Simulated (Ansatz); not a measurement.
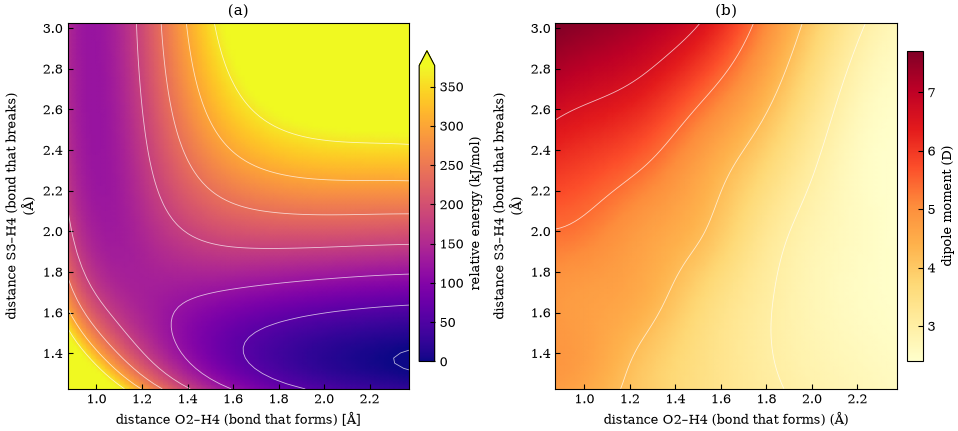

The reacting system AlH₃OS. First axis: distance O2–H4 (bond that forms). Second axis: distance S3–H4 (bond that breaks). Relaxed at each point: all other coordinates. The scan uses a 7 × 7 grid. Points are written as (first, second). Energies: kJ/mol, counted from the lowest grid point. The reference is spin-restricted, so regions where a bond is pulled apart into radicals lie too high. Theory: RKS wB97X-V/def2-SVP in Ansatz 0.2.0.

Panel (a) is the energy; panel (b) is the computed dipole moment, in D.

Drawn: a smooth colour map with a few white contour lines, one colour for all values above the top of the scale. Between grid points the surface is interpolated.

How does the dipole moment vary over the map, and what is it at the lowest grid point?

Answer. Leaving out the highest fifth of the energies, it runs from 2.40 D at (2.373 Å, 1.981 Å) to 7.71 D at (0.873 Å, 3.024 Å). At the lowest grid point, (2.373 Å, 1.416 Å), it is 2.51 D. That point lies on the edge of the scan.
